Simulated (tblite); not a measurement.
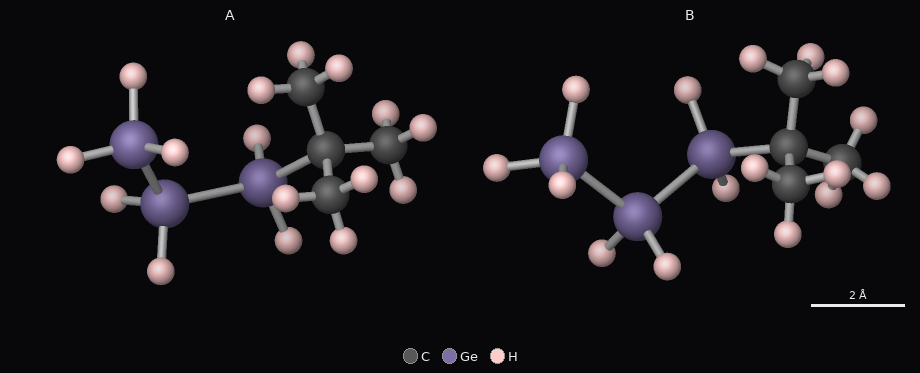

Two geometries of C4H16Ge3, drawn at one scale. One is the start of a relaxation, the other its converged end. Style: ball-and-stick. Shown at a tilt.

Method: GFN2-xTB geometry optimisation, gas phase (tblite). 

**Which of the two is the end point?**

Structure A is the relaxed one. An H atom moves most after the best rigid fit: 1.73 Å. Largest moves by element: H 1.73 Å, Ge 0.76 Å, C 0.72 Å. Near-neighbour distances that change, for instance: C–Ge 1.934 → 2.015 Å, Ge–H 1.565 → 1.504 Å, C–H 1.136 → 1.090 Å, C–C 1.496 → 1.524 Å. Among the angles between lasting bonds that change: Ge–Ge–H 108.3° → 114.1°, H–C–H 113.5° → 107.9°, C–C–H 105.3° → 110.6°. Groups turn about Ge–Ge by about 65°, Ge–Ge by about 60°, C–Ge by about 45°. The energy falls by 0.752 eV in 208 geometry steps.
